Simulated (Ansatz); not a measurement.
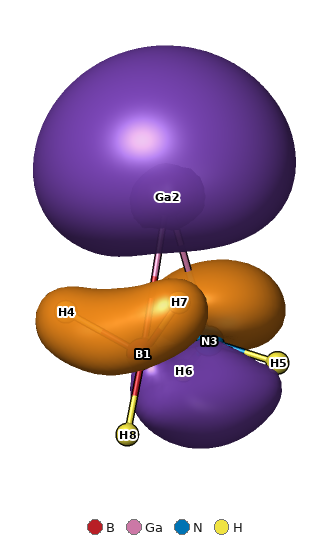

BGaH5N. The HOMO at ±0.08 Å⁻³ᐟ² (orange and purple are the two phases), seen at an oblique angle.

Geometry: B3LYP-D3(BJ)/def2-SVP.

The calculation used Ansatz 0.2.0, isolated molecule in a Gaussian basis; Kohn-Sham density functional theory, functional PBE0.

The calculation's input:

```
basis:
  gaussian:
    orbitals: def2-TZVPD
crystal:
  periodic: [false, false, false]
  atoms:
    - {symbol: B, position_ang: [-1.312166, 0.040045, 0.275025]}
    - {symbol: Ga, position_ang: [-0.494915, 2.204676, 0.562269]}
    - {symbol: "N", position_ang: [0.009118, 0.384311, -0.487338]}
    - {symbol: H, position_ang: [-2.138007, 0.925220, -0.076369]}
    - {symbol: H, position_ang: [0.822738, -0.160317, -0.204155]}
    - {symbol: H, position_ang: [-0.058594, 0.344820, -1.503531]}
    - {symbol: H, position_ang: [-1.080623, 0.318677, 1.482358]}
    - {symbol: H, position_ang: [-1.784693, -1.073421, 0.162170]}
hamiltonian:
  xc: {name: PBE0}
output:
  forces: true
  orbitals: {seedname: orbitals}
```

Command:

```sh
ansatz run input.yaml --threads 1 --pin off --max-ram 2610MiB --events-out events.jsonl --progress --plain --runs-dir runs
```

Where does this orbital lie, and at what energy?

It lies mainly on Ga2 (about 70 %) and N3 (about 20 %). Its energy is −7.03 eV.
